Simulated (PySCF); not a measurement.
# C9H8: excited states, first hyperpolarisability

Wanted: excited states, first hyperpolarisability for C9H8 (`C#Cc1cccc(C)c1`).

Programs: PySCF 2.14.0, with routines of our own; each step states its level. All values are computed. Atoms count from 0.

## 1. The starting structure

17 atoms, charge 0, multiplicity 1; geometry from: GFN2-xTB.

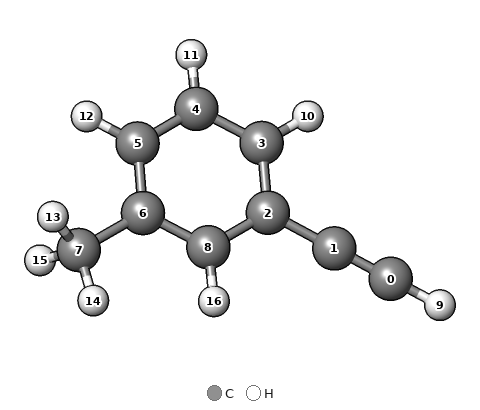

The starting geometry (carbon grey, hydrogen white).

## 2. Geometry optimisation at PBE0-D3(BJ)/def2-SVP

Job settings and geometry (Å):

```
{"job": {"xc": "PBE0", "basis": "def2-SVP", "d3": "d3bj", "grid": 2, "kind": "geom"}, "charge": 0, "multiplicity": 1}
C      3.725685     0.704071     0.350856
C      2.527709     0.637632     0.388181
C      1.114490     0.558075     0.431644
C      0.364289     1.639848     0.888474
C     -1.014268     1.547085     0.923482
C     -1.648052     0.388436     0.510322
C     -0.912153    -0.701090     0.053686
C     -1.613262    -1.946987    -0.396467
C      0.469136    -0.606266     0.016750
H      4.772509     0.763980     0.320171
H      0.866791     2.539999     1.210531
H     -1.599059     2.384325     1.276562
H     -2.726530     0.323893     0.541504
H     -2.325681    -2.278222     0.357513
H     -0.903229    -2.748516    -0.583858
H     -2.167325    -1.754971    -1.315283
H      1.061952    -1.439261    -0.334515
```

The run is started by

```console
$ OMP_NUM_THREADS=1 python excited_run.py task.json out
```

This one command runs all jobs of the session in turn.

The log of the run:

```text
step   0  E = -347.05442465  max force = 0.020966
step   1  E = -347.05671000  max force = 0.003587
step   2  E = -347.05672591  max force = 0.000270
step   3  E = -347.05672611  max force = 0.000486
step   4  E = -347.05672734  max force = 0.000131
optimisation converged
```

Wall time 52 s (1 thread of Arm Neoverse V2, shared host); peak memory 0.77 GiB.

The steps of the relaxation:

| step | energy from step 0 (eV) | largest force component (eV/Å) |
| --- | --- | --- |
| 0 | 0.0000 | 1.0781 |
| 1 | -0.0622 | 0.1845 |
| 2 | -0.0626 | 0.0139 |
| 3 | -0.0626 | 0.0250 |
| 4 | -0.0627 | 0.0067 |

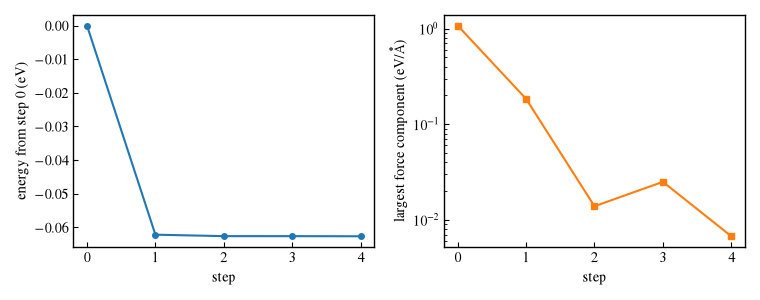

Energy and force, step by step.

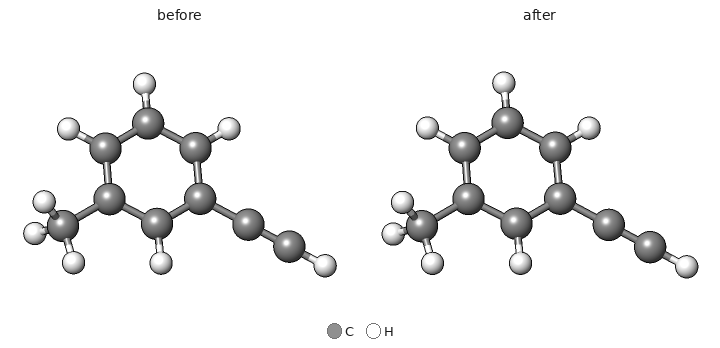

Before and after, at one scale.

Distances of close pairs at the start and the end, largest changes first:

| bond | before (Å) | after (Å) | change (Å) |
| --- | --- | --- | --- |
| C0–H9 | 1.049 | 1.074 | +0.025 |
| C1–C2 | 1.416 | 1.429 | +0.013 |
| C0–C1 | 1.200 | 1.213 | +0.013 |
| C5–H12 | 1.081 | 1.094 | +0.013 |
| C7–H15 | 1.090 | 1.102 | +0.012 |
| C4–H11 | 1.081 | 1.093 | +0.012 |
| C7–H13 | 1.089 | 1.101 | +0.012 |
| C7–H14 | 1.087 | 1.099 | +0.012 |

The final coordinates are the input of the step that follows.

| at the end point | value |
| --- | --- |
| point group (found at 0.08 Å tolerance) | C1 |
| rotational constants (GHz, main isotopes) | 3.302, 1.190, 0.879 |
| dipole moment (D) | 1.03 |

## 3. Excited states: TDA wB97X-D/def2-TZVP

Job settings and geometry (Å):

```
{"job": {"kind": "states", "xc": "wB97X-D", "basis": "def2-TZVP", "tda": true, "soc": true, "nstates": 6, "ntriplets": 5, "nquad": 4}, "charge": 0, "multiplicity": 1}
C      3.683107     0.569200     0.298840
C      2.472041     0.503473     0.335910
C      1.045302     0.426850     0.379380
C      0.286250     1.515180     0.835818
C     -1.101196     1.420580     0.872938
C     -1.739786     0.254424     0.459723
C     -1.003594    -0.845424    -0.001795
C     -1.700246    -2.094122    -0.459675
C      0.387173    -0.743854    -0.034640
H      4.755144     0.627519     0.266305
H      0.793888     2.425525     1.159279
H     -1.692328     2.267097     1.230396
H     -2.831078     0.192620     0.495621
H     -2.422836    -2.446937     0.292225
H     -0.986666    -2.906915    -0.653168
H     -2.263030    -1.913869    -1.389964
H      0.985936    -1.586882    -0.387099
```

Level: TDA wB97X-D/def2-TZVP excited states, vertical, gas phase, spin-orbit mean-field couplings.

The log of the run:

```text
coarse grid: 14736 points
cycle   1  E = -347.6836934138  dE =  1.731e+00  |g| = 3.412e-01  |ddm| = 4.247e+00
cycle   2  E = -347.7107541418  dE = -2.706e-02  |g| = 1.832e-01  |ddm| = 8.813e-01
cycle   3  E = -347.7180422124  dE = -7.288e-03  |g| = 5.410e-02  |ddm| = 2.290e-01
cycle   4  E = -347.7184556297  dE = -4.134e-04  |g| = 3.879e-02  |ddm| = 9.581e-02
cycle   5  E = -347.7188329775  dE = -3.773e-04  |g| = 5.295e-03  |ddm| = 3.450e-02
cycle   6  E = -347.7188393698  dE = -6.392e-06  |g| = 2.123e-03  |ddm| = 9.605e-03
final grid: 143848 points
cycle   7  E = -347.6995815815  dE = -2.234e-04  |g| = 5.232e-03  |ddm| = 3.977e-01
cycle   8  E = -347.6995839334  dE = -2.352e-06  |g| = 4.306e-03  |ddm| = 3.144e-02
cycle   9  E = -347.6995881631  dE = -4.230e-06  |g| = 1.289e-03  |ddm| = 3.643e-03
cycle  10  E = -347.6995884811  dE = -3.180e-07  |g| = 6.177e-04  |ddm| = 1.799e-03
cycle  11  E = -347.6995885748  dE = -9.369e-08  |g| = 1.111e-04  |ddm| = 7.642e-04
cycle  12  E = -347.6995885784  dE = -3.644e-09  |g| = 4.179e-05  |ddm| = 2.431e-04
cycle  13  E = -347.6995885791  dE = -6.314e-10  |g| = 9.051e-06  |ddm| = 1.512e-04
converged SCF energy = -347.6995885791

Singlet excitations
state   eV       nm        f     d(h-e)  d(exc)  Lambda  PR(NTO)  |dmu|/D   mu/D   main configurations
  1   5.1312   241.6   0.00700   0.036   3.014   0.634   1.956    0.065    1.128   H-1->L 0.52, H->L+1 0.41
  2   5.4660   226.8   0.31886   0.393   3.139   0.812   1.435    1.018    0.358   H->L 0.78
  3   5.6569   219.2   0.00003   1.309   3.025   0.379   1.036    4.288    3.271   H-2->L 0.89, H-2->L+5 0.09
  4   6.3157   196.3   0.00001   0.742   2.715   0.429   1.033    2.968    4.012   H->L+2 0.75, H-3->L+2 0.14
  5   6.6566   186.3   0.27395   0.163   2.831   0.768   2.407                     H-1->L+1 0.34, H-3->L 0.25, H->L+1 0.14
  6   6.8915   179.9   0.42229   0.663   3.327   0.668   1.912                     H->L+1 0.40, H-1->L 0.29, H-1->L+1 0.18

Triplet excitations (Tamm-Dancoff)
state   eV     d(h-e)  d(exc)  Lambda  PR(NTO)   main configurations
  1   3.6074   0.129   2.912   0.823   1.301   H->L 0.85
  2   4.4611   0.369   2.930   0.651   1.291   H-1->L 0.84, H->L+1 0.11
  3   4.5856   0.048   2.671   0.833   1.188   H-1->L+1 0.75, H->L+1 0.13, H->L 0.08
  4   4.9627   0.432   2.940   0.628   1.280   H->L+1 0.68, H-1->L 0.12, H-1->L+1 0.11
  5   5.3351   0.983   2.837   0.387   1.240   H-2->L 0.76, H-2->L+5 0.11
S1 - T1 = 1.5238 eV

Spin-orbit couplings |<S|Hso|T>| (cm-1)
             T1       T2       T3       T4       T5
S0        0.015    0.056    0.053    0.039    3.644
S1        0.052    0.010    0.034    0.005    0.642
S2        0.023    0.043    0.026    0.066   13.580
S3        5.992    1.185    2.583    1.599    0.084
S4        5.381    1.081    2.385    2.156    0.014
S5        0.045    0.046    0.047    0.036   11.355
S6        0.062    0.054    0.085    0.060    3.911
T1 sublevels (cm-1): 0.000 0.001 0.001   radiative rates (1/s): 0.000166 9.41e-05 0.000661
```

Wall time 83 s (1 thread of Arm Neoverse V2, shared host); peak memory 1.4 GiB.

From this job:

| quantity | value |
| --- | --- |
| S1 less T1 | 1.52 eV |

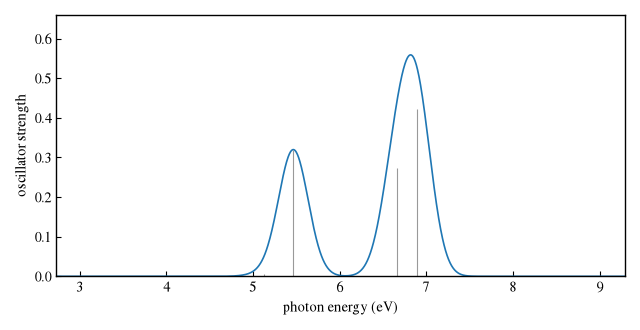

Absorption lines of the singlets. Lines are broadened to a width of 0.40 eV (Gaussian).

The fields below are evaluated on a grid from the run's orbitals.

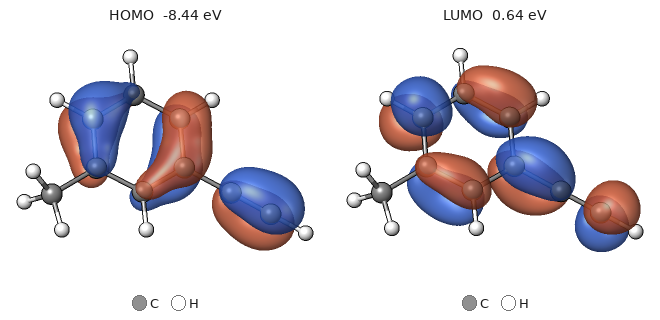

Frontier orbitals at wB97X-D/def2-TZVP; each surface holds 70 % of the orbital's density, blue and red mark the sign.

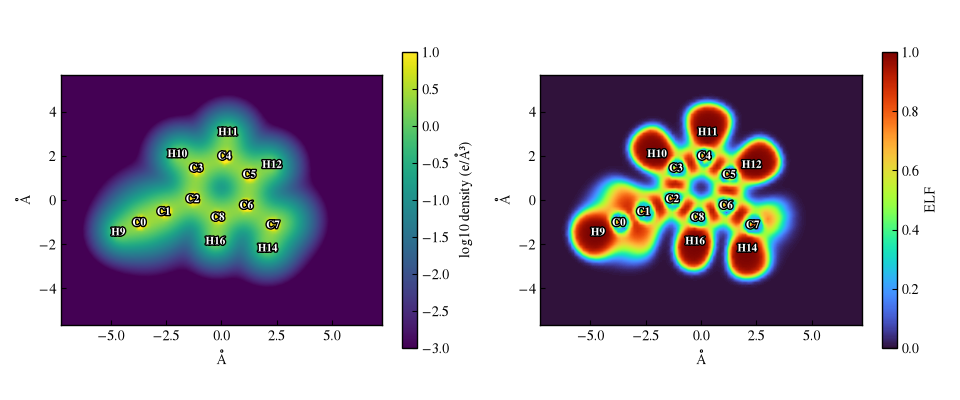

Density (left) and ELF (right) in a plane through or near 15 of the atoms.

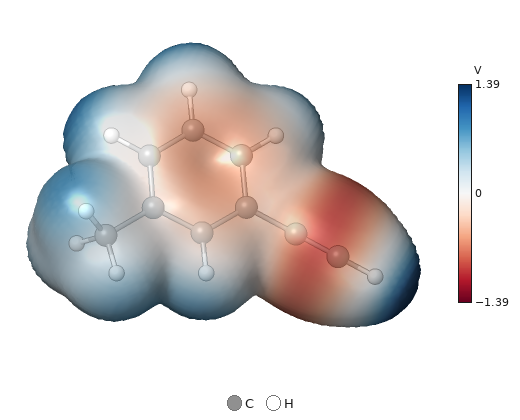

The potential that a unit positive charge feels on the 0.002 e/bohr³ surface, from the 1st to the 99th percentile, from -0.90 V near C0 to 1.39 V near H9.

## 4. Excited states: TDDFT CAM-B3LYP/aug-cc-pVDZ

Settings changed since step 3:

```diff
@@ -1,2 +1,2 @@
-{"job": {"kind": "states", "xc": "wB97X-D", "basis": "def2-TZVP", "tda": true, "soc": true, "nstates": 6, "ntriplets": 5, "nquad": 4}, "charge": 0, "multiplicity": 1}
+{"job": {"kind": "states", "xc": "CAM-B3LYP", "basis": "aug-cc-pVDZ", "tpa": true, "nstates": 8, "nquad": 6, "ntriplets": 0}, "charge": 0, "multiplicity": 1}
 C      3.683107     0.569200     0.298840
```

With the program's defaults for keys left out, this is: TDDFT CAM-B3LYP/aug-cc-pVDZ excited states, vertical, gas phase, two-photon moments by quadratic response.

The log of the run:

```text
coarse grid: 14736 points
cycle   1  E = -347.4720509961  dE =  1.695e+00  |g| = 3.260e-01  |ddm| = 5.853e+01
cycle   2  E = -347.4953139136  dE = -2.326e-02  |g| = 2.047e-01  |ddm| = 4.941e+00
cycle   3  E = -347.5055905264  dE = -1.028e-02  |g| = 5.399e-02  |ddm| = 1.973e+00
cycle   4  E = -347.5059059338  dE = -3.154e-04  |g| = 4.288e-02  |ddm| = 5.702e-01
cycle   5  E = -347.5063863587  dE = -4.804e-04  |g| = 6.230e-03  |ddm| = 2.608e-01
cycle   6  E = -347.5063952598  dE = -8.901e-06  |g| = 1.879e-03  |ddm| = 4.510e-02
final grid: 143848 points
cycle   7  E = -347.5348076471  dE = -1.863e-05  |g| = 4.321e-03  |ddm| = 6.206e-01
cycle   8  E = -347.5348057288  dE =  1.918e-06  |g| = 5.215e-03  |ddm| = 8.373e-02
cycle   9  E = -347.5348127911  dE = -7.062e-06  |g| = 9.802e-04  |ddm| = 3.436e-02
cycle  10  E = -347.5348130135  dE = -2.224e-07  |g| = 1.936e-04  |ddm| = 7.013e-03
cycle  11  E = -347.5348130219  dE = -8.404e-09  |g| = 9.129e-05  |ddm| = 1.909e-03
cycle  12  E = -347.5348130244  dE = -2.470e-09  |g| = 1.875e-05  |ddm| = 1.015e-03
cycle  13  E = -347.5348130245  dE = -1.044e-10  |g| = 5.255e-06  |ddm| = 1.683e-04
converged SCF energy = -347.5348130245

Singlet excitations
state   eV       nm        f     d(h-e)  d(exc)  Lambda  PR(NTO)  |dmu|/D   mu/D   delta(TPA)   sigma/GM   main configurations
  1   5.0357   246.2   0.02145   0.067   3.069   0.606   1.886    0.199    1.261       18.27      0.170   H-1->L 0.48, H->L+4 0.32, H->L 0.11
  2   5.1980   238.5   0.26555   0.308   3.240   0.738   1.468    0.758    0.568       11.88      0.118   H->L 0.77, H-1->L 0.08
  3   5.5916   221.7   0.00001   1.266   3.093   0.350   1.038    3.970    2.973        0.49      0.006   H-2->L 0.87
  4   6.0429   205.2   0.00529   0.594   4.727   0.205   1.075    2.518    2.305        6.72      0.090   H->L+1 0.73, H->L+2 0.11
  5   6.1423   201.9   0.00035   1.026   3.178   0.280   1.087    4.430    5.370        5.65      0.078   H->L+10 0.25, H->L+9 0.19, H->L+11 0.11
  6   6.2592   198.1   0.37169   0.407   3.484   0.574   2.131    1.192    0.307        9.67      0.139   H->L+4 0.52, H-1->L 0.34
  7   6.4340   192.7   0.24619   0.234   3.208   0.676   1.878                                            H-1->L+4 0.63, H-3->L 0.10
  8   6.4414   192.5   0.02493   0.358   4.805   0.230   2.074                                            H-1->L+1 0.35, H->L+2 0.23, H->L+3 0.18
```

Wall time 78 s (1 thread of Arm Neoverse V2, shared host); peak memory 1.2 GiB.

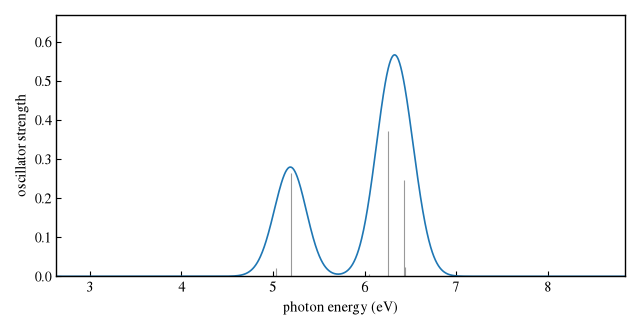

Absorption lines of the singlets. Lines are broadened to a width of 0.40 eV (Gaussian).

## 5. First hyperpolarisability: quadratic response CAM-B3LYP/aug-cc-pVDZ

Settings changed since step 4:

```diff
@@ -1,2 +1,2 @@
-{"job": {"kind": "states", "xc": "CAM-B3LYP", "basis": "aug-cc-pVDZ", "tpa": true, "nstates": 8, "nquad": 6, "ntriplets": 0}, "charge": 0, "multiplicity": 1}
+{"job": {"kind": "beta", "xc": "CAM-B3LYP", "basis": "aug-cc-pVDZ"}, "charge": 0, "multiplicity": 1}
 C      3.683107     0.569200     0.298840
```

Method: quadratic response CAM-B3LYP/aug-cc-pVDZ first hyperpolarisability, Taylor convention, gas phase.

The log of the run:

```text
coarse grid: 14736 points
cycle   1  E = -347.4720509961  dE =  1.695e+00  |g| = 3.260e-01  |ddm| = 5.853e+01
cycle   2  E = -347.4953139136  dE = -2.326e-02  |g| = 2.047e-01  |ddm| = 4.941e+00
cycle   3  E = -347.5055905264  dE = -1.028e-02  |g| = 5.399e-02  |ddm| = 1.973e+00
cycle   4  E = -347.5059059338  dE = -3.154e-04  |g| = 4.288e-02  |ddm| = 5.702e-01
cycle   5  E = -347.5063863587  dE = -4.804e-04  |g| = 6.230e-03  |ddm| = 2.608e-01
cycle   6  E = -347.5063952598  dE = -8.901e-06  |g| = 1.879e-03  |ddm| = 4.510e-02
final grid: 143848 points
cycle   7  E = -347.5348076471  dE = -1.863e-05  |g| = 4.321e-03  |ddm| = 6.206e-01
cycle   8  E = -347.5348057288  dE =  1.918e-06  |g| = 5.215e-03  |ddm| = 8.373e-02
cycle   9  E = -347.5348127911  dE = -7.062e-06  |g| = 9.802e-04  |ddm| = 3.436e-02
cycle  10  E = -347.5348130135  dE = -2.224e-07  |g| = 1.936e-04  |ddm| = 7.013e-03
cycle  11  E = -347.5348130219  dE = -8.404e-09  |g| = 9.129e-05  |ddm| = 1.909e-03
cycle  12  E = -347.5348130244  dE = -2.470e-09  |g| = 1.875e-05  |ddm| = 1.015e-03
cycle  13  E = -347.5348130245  dE = -1.044e-10  |g| = 5.255e-06  |ddm| = 1.683e-04
converged SCF energy = -347.5348130245

Lowest singlets (eV, f): 5.0357 0.0215  5.1980 0.2656  5.5916 0.0000

First hyperpolarisability (au)
process     nm      |vector|   parallel      HRS      DR
static         -      123.01      72.48      46.49   7.339
shg       1907.0      127.80      75.11      48.17   7.463
eope      1907.0      124.60      73.36          -       -
shg       1064.0      138.37      80.69      51.87   7.755
eope      1064.0      128.14       75.3          -       -
```

Run time: 65 s. Hardware: 1 thread of Arm Neoverse V2, shared host; peak memory 1.2 GiB.

## 6. Summary of results

| quantity | value |
| --- | --- |
| point group | C1 |
| rotational constants (main isotopes) | 3.30, 1.19, 0.88 GHz |
| S1 less T1 (step 3, TDA wB97X-D/def2-TZVP) | 1.52 eV |
| surface potential, 1st and 99th percentile | -0.90 V and 1.39 V |
| β vector (step 5, quadratic response CAM-B3LYP/aug-cc-pVDZ) | static 123, SHG 1907.0 nm 128, SHG 1064.0 nm 138 au |

The optimisation took 4 steps and gained 0.063 eV; among the close pairs (by a distance rule), C0–H9 changed most, from 1.049 to 1.074 Å. No frequency check was run at this level, so the end point may be a saddle. In step 3, the number of triplets below S1 is 4, and the largest singlet-triplet spin-orbit coupling is S2–T5, 13.58 cm⁻¹. β grows from 123 au (static) to 138 au for doubling at 1064.0 nm: normal dispersion, which grows as twice the photon energy moves toward the bright states.
